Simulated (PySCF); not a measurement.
OsO (quintet)

```json
{"atom": "Os", "x (Å)": "0.0000", "y (Å)": "0.0000", "z (Å)": "-0.1306"}
{"atom": "O", "x (Å)": "0.0000", "y (Å)": "0.0000", "z (Å)": "1.5674"}
```

All numbers below come from PySCF, PBE0/x2c-TZVPPall, spin-free X2C-1e, Gaussian nucleus, at a bond length of 1.698 Å.

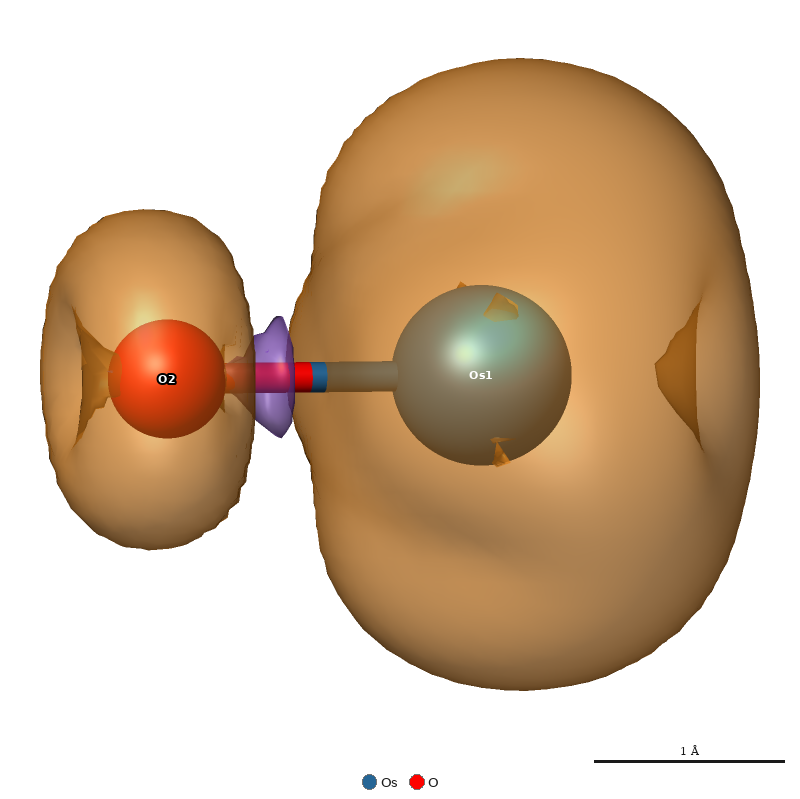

Figure 1. Isosurfaces of the spin density at +0.05 (orange) and −0.05 e/Å³ (purple), seen from one side.

Q: Where is the unpaired spin?

A: The unpaired spin (4 electrons) lies mostly on Os1 (about 3.5) and O2 (about 0.5), in electrons by Hirshfeld's partition.

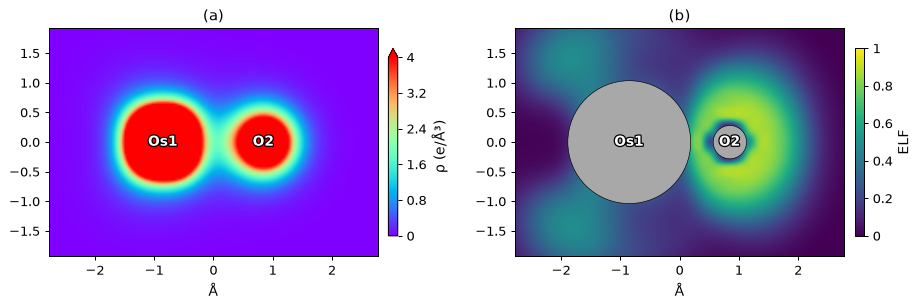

Figure 2. (a) total electron density; (b) ELF on a plane that holds the molecular axis. Grey discs cover the atomic cores in the ELF map.

Q: What does the map show?

A:
- Atoms in the plane: Os and O.
- Os–O (1.70 Å): ρ at the midpoint is about 2 e/Å³; the ELF peaks at about 0.80 in the valence shell of O, 0.6 Å from its nucleus, and is about 0.30 at the midpoint.
